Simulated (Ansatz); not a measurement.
# CH5ClO3Si (SMILES OC(O)(Cl)O[SiH3]): what the fields show

Input

```
crystal:
  periodic: [false, false, false]
  atoms:
    - { symbol: O, position_ang: [0.8596, -1.6237, 1.2352] }
    - { symbol: C, position_ang: [0.4887, -0.7236, 0.1528] }
    - { symbol: O, position_ang: [-0.4857, -1.4138, -0.6247] }
    - { symbol: Cl, position_ang: [2.0668, -0.5447, -0.7829] }
    - { symbol: O, position_ang: [0.0759, 0.5053, 0.6562] }
    - { symbol: Si, position_ang: [-0.7716, 1.5896, -0.2736] }
    - { symbol: H, position_ang: [1.7978, -1.6825, 1.1256] }
    - { symbol: H, position_ang: [-0.8718, -1.9074, 0.0717] }
    - { symbol: H, position_ang: [-0.867, 2.8904, 0.4771] }
    - { symbol: H, position_ang: [-0.0731, 1.792, -1.5386] }
    - { symbol: H, position_ang: [-2.1542, 1.0615, -0.4782] }
basis:
  gaussian: { orbitals: def2-SVP }
hamiltonian:
  xc: r2scan
  dispersion: d4
relax:
  f_tol: 0.015
  max_steps: 40
output:
  orbitals: {}
```

Launched as:

```sh
ansatz run input.yaml --threads 2 --pin off --max-ram 3072MiB --backend cpu --events-out ev --progress --plain --runs-dir out
```

The fields are those of the relaxed geometry.

Computed with RKS r2SCAN-D4/def2-SVP (Ansatz).

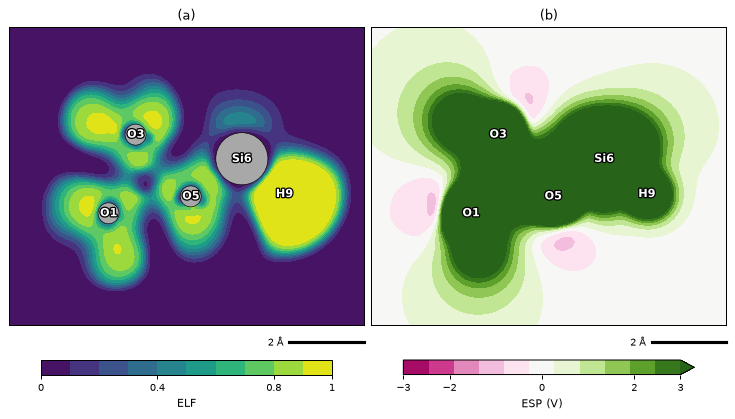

Figure 1. (a) ELF; (b) molecular electrostatic potential on the plane of atoms O5, Si6 and H9. Grey discs cover the atomic cores in the ELF map.

Describe what can be read from this map.

Answer.
- Atoms in the plane: O, Si and H.
- Si–O (1.71 Å): the ELF peaks at about 0.90 between the atoms: a polar covalent bond.
- Si–H (1.48 Å): the ELF climbs to about 1 towards the hydrogen, as it does in any bond to H.
- The ELF also peaks beside O5, O1 and O3, away from the bonds: lone-pair regions.
- Outside the dense part of the molecule the potential is most negative (−1.0 V) near O5.

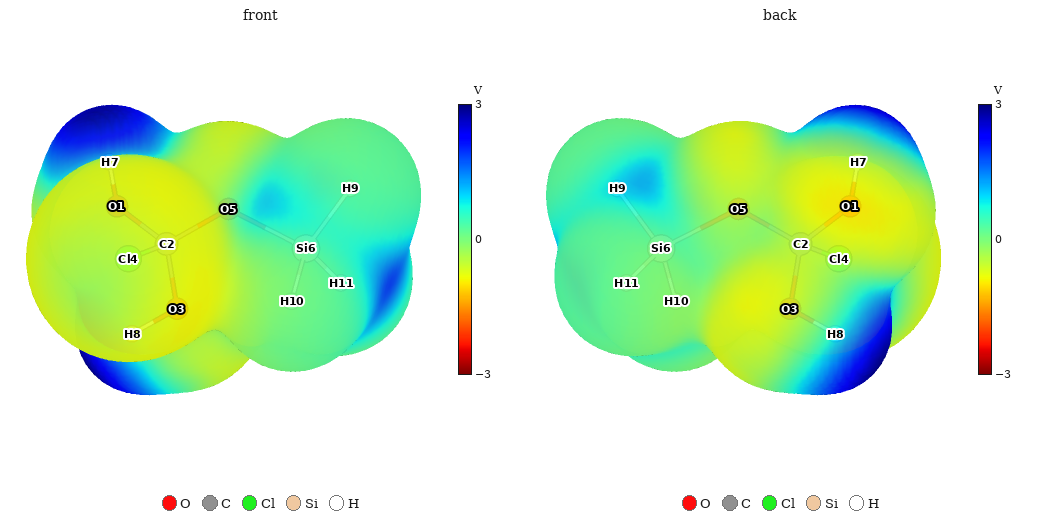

Figure 2. The electrostatic potential painted on the density surface at 0.002 e/bohr³, seen from the front and from behind; the colour scale runs from red (negative) to blue (positive).

Describe the electrostatic potential map.

Answer. The most negative region (about −0.9 V) lies over O1 and Cl4, the most positive (about +2.9 V) over H7 and H8.

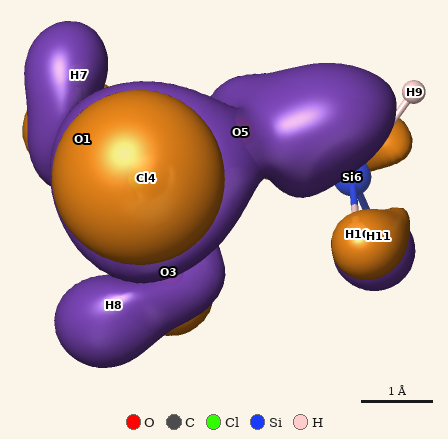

Figure 3. The LUMO at ±0.06 Å⁻³ᐟ² (orange and purple are the two phases), seen at a tilt.

What is the character of this orbital?

Answer. Its weight (Hirshfeld) is mainly on C2 (about 35 %), Cl4 (about 35 %), O3 (about 5 %) and O1 (about 5 %). Its energy is −0.46 eV.
